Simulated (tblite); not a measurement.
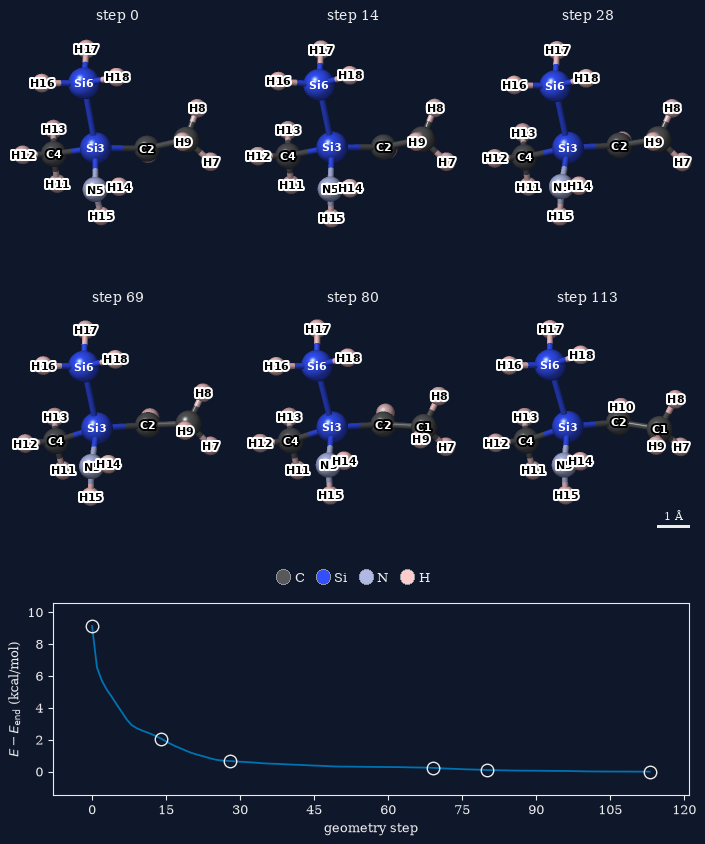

Frames of a relaxation of C$_{3}$H$_{12}$NSi$_{2}$ (multiplicity 2), marked on the history of the run. The picture is a ball-and-stick view, seen at a tilt.

These are results of tblite, GFN2-xTB geometry optimisation, gas phase, not measurements. 

> Describe the path.

The largest move after the best rigid fit is that of H10, 0.92 Å. By element the largest moves are H 0.92 Å, C 0.31 Å, N 0.25 Å, Si 0.13 Å. Among the contacts that change: Si3–C4 1.852 → 1.905 Å, Si6–H16 1.500 → 1.466 Å, Si3–N5 1.703 → 1.737 Å, Si3–Si6 2.369 → 2.336 Å. Among the angles between lasting bonds that change: C2–Si3–N5 105.8° → 116.0°, Si3–N5–H14 109.8° → 118.8°, N5–Si3–Si6 113.4° → 104.3°. Groups turn about C2–Si3 by about 35°. The energy falls by 9.14 kcal/mol in 113 geometry steps. Cost: 0.89 s on 1 thread of Arm Neoverse V1 (shared host). From step 0 to 14: H10 moves most (0.23 Å), energy −7.06 kcal/mol. From step 14 to 28: H10 moves most (0.28 Å), energy −1.41 kcal/mol. From step 28 to 69: H9 moves most (0.24 Å), energy −0.42 kcal/mol. From step 69 to 80: H9 moves most (0.28 Å), energy −0.14 kcal/mol. From step 80 to 113: H9 moves most (0.22 Å), energy −0.10 kcal/mol.
